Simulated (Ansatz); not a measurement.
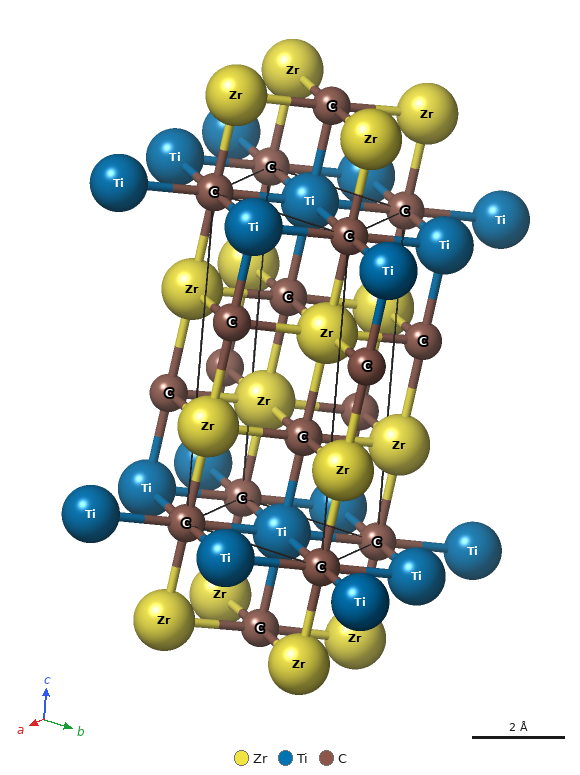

The crystal in a ball-and-stick representation, seen slightly off an axis. Lines trace the edges of the cell (the run's own, in a reduced setting). The first bonded neighbours in the surrounding cells are also shown.

```yaml
crystal:
  lattice:
    - [0.00000, -3.26173, 0.00000]
    - [3.26173, 0.00000, 0.00000]
    - [-1.63086, 1.63086, 6.87582]
  atoms:
    - { symbol: Zr, position: [0.83654, 0.83654, 0.67307] }
    - { symbol: Zr, position: [0.16346, 0.16346, 0.32693] }
    - { symbol: Ti, position: [0.50000, 0.50000, 0.00000] }
    - { symbol: C, position: [0.66124, 0.66124, 0.32248] }
    - { symbol: C, position: [0.33876, 0.33876, 0.67752] }
    - { symbol: C, position: [0.00000, 0.00000, 0.00000] }
```

Level of theory and settings: DFT PBEsol, scalar-relativistic, plane waves, PAW in Ansatz, wavefunction cutoff 420 eV, k-points about 0.17 Å⁻¹ apart, Gaussian smearing of 0.1 eV, no spin polarisation.

### State the Bader charges by element.

Zr +1.85 e; Ti +1.67 e; C -1.81 to -1.75 e.

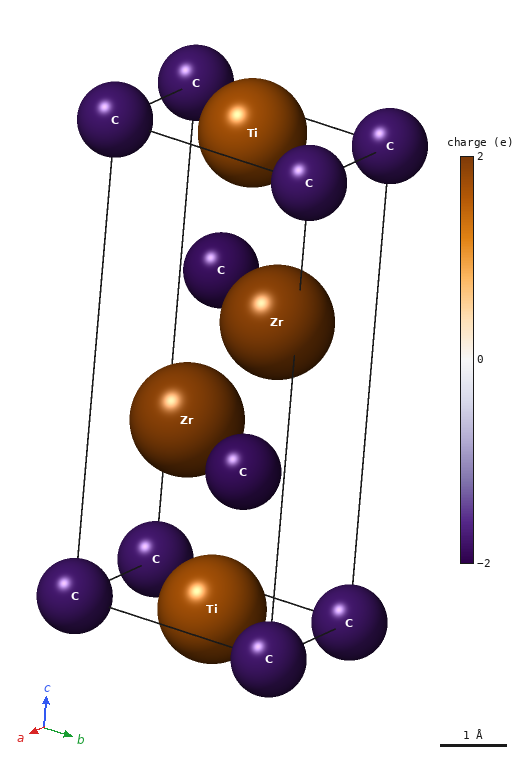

The atoms coloured by those charges.

Provenance: a structure type filled with these elements by a generator (whether the compound takes this form wasn't checked). Earlier steps of the study may have refined or changed the cell and positions. It was run through Ansatz as a DFT input.

At this level of theory the cell isn't at rest (stretched, at -6 GPa), so its distances can differ from those at equilibrium, the more so the softer the solid.
